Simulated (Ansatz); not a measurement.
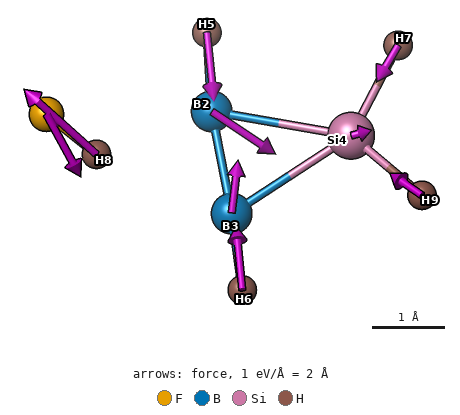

Starting geometry of B₂SiH₅F with the computed forces as purple arrows. A ball-and-stick model, seen at a tilt.

It is one of the separated reactants of a reaction.

Method: Ansatz, RKS PBE0-D4/def2-TZVP.

Input file:
```yaml
crystal:
  periodic: [false, false, false]
  atoms:
    - {symbol: F, position_ang: [-0.916168, 2.763685, 2.056811]}
    - {symbol: B, position_ang: [0.015336, 1.303163, 0.077792]}
    - {symbol: B, position_ang: [-1.046957, 0.254695, 0.310646]}
    - {symbol: Si, position_ang: [0.708089, -0.640699, -0.048265]}
    - {symbol: H, position_ang: [0.881198, 2.040642, -0.301371]}
    - {symbol: H, position_ang: [-1.837900, -0.552195, 0.717207]}
    - {symbol: H, position_ang: [2.052741, -0.416351, -0.670918]}
    - {symbol: H, position_ang: [-1.127904, 2.029255, 1.483291]}
    - {symbol: H, position_ang: [0.547100, -2.094516, 0.287014]}
basis:
  gaussian: {orbitals: def2-TZVP}
hamiltonian: {xc: pbe0, dispersion: d4}
relax: {f_tol: 0.005, max_steps: 200}
```

Run as
```bash
ansatz run in.yaml --threads 2 --pin off --events-out ev --progress --plain --max-ram 4352MiB
```

Q: What follows when this structure is relaxed?

A: It isn't relaxed: the largest force vector, on H8, is 0.74 eV/Å. The final displacements have little in common with the starting forces (cosine between the two patterns 0.20). After 17 accepted moves (19 points after the start) the energy has fallen by 12.6 kJ/mol. Largest force component: 0.55 eV/Å at the start, 0.0028 eV/Å at the end. The line search rejected the trial steps at points 3, 18 of the run. The forces were under the threshold at step 16, but the run went on from there. F1 moves most after the best rigid fit: 0.88 Å. By element the largest moves are F 0.88 Å, B 0.55 Å, H 0.55 Å, Si 0.19 Å. Some distances before and after: B2–Si4 2.067 → 2.014 Å, B2–B3 1.511 → 1.481 Å, B2–H5 1.199 → 1.179 Å, F1–H8 0.956 → 0.936 Å. Among the angles between lasting bonds that change: B2–B3–H6 169.0° → 176.5°, B3–B2–H5 169.6° → 176.5°, B3–Si4–H9 107.4° → 103.2°. Cost: 61 s on 2 threads of Arm Neoverse V1, on a shared host.
